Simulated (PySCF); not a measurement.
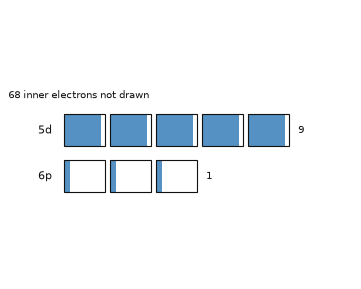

Figure 1. The outer shells of the nominal configuration: a box for each of the 2l + 1 orbitals, shaded by the share of the shell that is filled, with the electron count at the right.

## Run report: Pt, atomic calculation

System: Pt, configuration 1s2 2s2 2p6 3s2 3p6 3d10 4s2 4p6 4d10 4f14 5s2 5p6 5d9 6p1, multiplicity 3.
Method: unrestricted MN15, def2-SVPD with ECP60, scalar-relativistic core potential (PySCF).

## The input
```python
from pyscf import gto, scf, dft, mp, cc
mol = gto.M(atom="Pt 0 0 0", charge=0, spin=2, symmetry="D2h",
            basis="def2-SVPD",
            ecp="def2-SVPD")
mf = dft.UKS(mol, xc="MN15")
mf.irrep_nelec = {'Ag': (3, 2), 'B1g': (1, 1), 'B2g': (1, 1), 'B3g': (1, 1), 'B1u': (2, 1), 'B2u': (1, 1), 'B3u': (1, 1)}
mf.kernel()
```

The script is an equivalent of what the driver set up; the driver started from orbitals of its own, so the log can be shorter than this script's would be, and it computed the properties (radii, ⟨L²⟩, response) afterwards. It held the occupations shell by shell, which the script's counts by irreducible representation don't always enforce.

Hardware: 1 CPU thread, shared host.

## The program's output (extracts)
```
damping factor = 0
level_shift factor = 0
DIIS = <class 'pyscf.scf.diis.CDIIS'>
diis_start_cycle = 1
diis_space = 10
diis_damp = 0
SCF conv_tol = 1e-09
SCF conv_tol_grad = None
number electrons alpha = 10  beta = 8
XC functionals = MN15
    H. S. Yu, X. He, S. L. Li, and D. G. Truhlar.,  Chem. Sci. 7, 5032-5051 (2016)
    H. S. Yu, X. He, S. L. Li, and D. G. Truhlar.,  Chem. Sci. 7, 5032-5051 (2016)
cycle= 1 E= -118.879004967485  delta_E= -0.0142  |g|= 0.0724  |ddm|= 0.486
cycle= 2 E= -118.880507968695  delta_E= -0.0015  |g|= 0.0545  |ddm|= 0.167
cycle= 3 E= -118.882187850167  delta_E= -0.00168  |g|= 0.00684  |ddm|= 0.0722
cycle= 4 E= -118.882543159717  delta_E= -0.000355  |g|= 0.00296  |ddm|= 0.0724
cycle= 5 E= -118.882657244923  delta_E= -0.000114  |g|= 0.000353  |ddm|= 0.0695
cycle= 6 E= -118.882657400343  delta_E= -1.55e-07  |g|= 4.8e-05  |ddm|= 0.00145
cycle= 7 E= -118.882657416124  delta_E= -1.58e-08  |g|= 1.01e-05  |ddm|= 0.000802
cycle= 8 E= -118.882657416229  delta_E= -1.05e-10  |g|= 2.24e-06  |ddm|= 3.47e-05
converged SCF energy = -118.882657416229  <S^2> = 2.0002259  2S+1 = 3.0001506
```

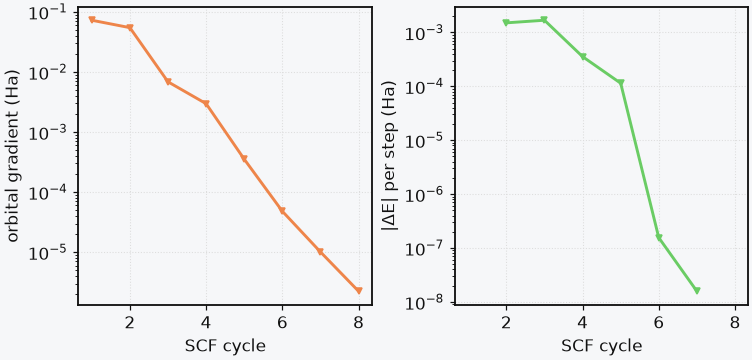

Figure 2. Convergence: orbital gradient and change of the energy from step to step (the smallest changes aren't drawn) against the SCF cycle. The residual falls at every step. It goes from 0.072 to 2.2×10⁻⁶ in 8 steps.

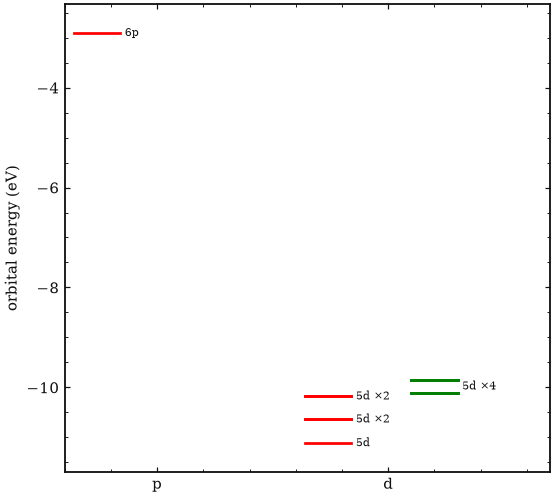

Figure 3. Orbital energies of the mean field, from the top down to −11.1 eV, by angular momentum, α spin at the left of each column and β at the right; ×n counts the orbitals under one label. Empty levels that the record names by l alone aren't drawn. The highest filled orbital is 6p α at −2.91 eV, the lowest empty one s α at −5.63 eV.

## Summary

- outcome: converged
- total energy (valence electrons, under a core potential): −118.882657 hartree
- ⟨S²⟩: 2.000
- ⟨L²⟩: 8.31
- SCF iterations: 8
- CPU time: 1.9 s (integrals apart)

## Remarks

The driver held the occupations shell by shell, and empty s levels lie below the filled 6p. This is not the ground configuration of the species. ⟨L²⟩ departs from that of the intended term, so the determinant mixes terms.
